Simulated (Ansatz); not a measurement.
**Hypothetical I4_132 B, carrier doping**

Start from B (space group I4_132, No. 214; a hypothetical phase, not in the database extracts checked).

```yaml
crystal:
  lattice:
    - [-2.32645, 2.32645, 2.32645]
    - [2.32645, -2.32645, 2.32645]
    - [2.32645, 2.32645, -2.32645]
  atoms:
    - { symbol: B, position: [0.00000, 0.25000, 0.50000] }
    - { symbol: B, position: [0.25000, 0.50000, 0.00000] }
    - { symbol: B, position: [0.50000, 0.00000, 0.25000] }
    - { symbol: B, position: [0.25000, 0.25000, 0.25000] }
```

Carriers are added at fixed cell with a uniform background; the Fermi–Dirac width is that of 300 K.

Method: PBE (Ansatz, a first-principles code, PAW, no spin-orbit coupling).

Notes on the quantities. Fermi level from band edge: Fermi level relative to the doped band's edge (positive inside the band; to 0.05 eV).

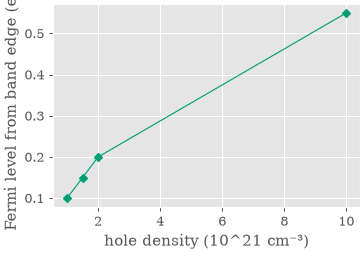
Fig. 1. Fermi level from band edge against hole density

Q: From the plot, what is the Fermi level from band edge for holes 1.0×10^21 cm⁻³?

A: About 0.10 eV.

Q: Is the trend monotonic over the range shown?

A: Yes, it rises throughout, spanning +0.10 eV to +0.55 eV.

Carriers are added with a uniform compensating background; total energy and stress of such cells depend on the potential's zero and are not compared; many-body gap narrowing is missing at this level. Stability against distortions was not tested.
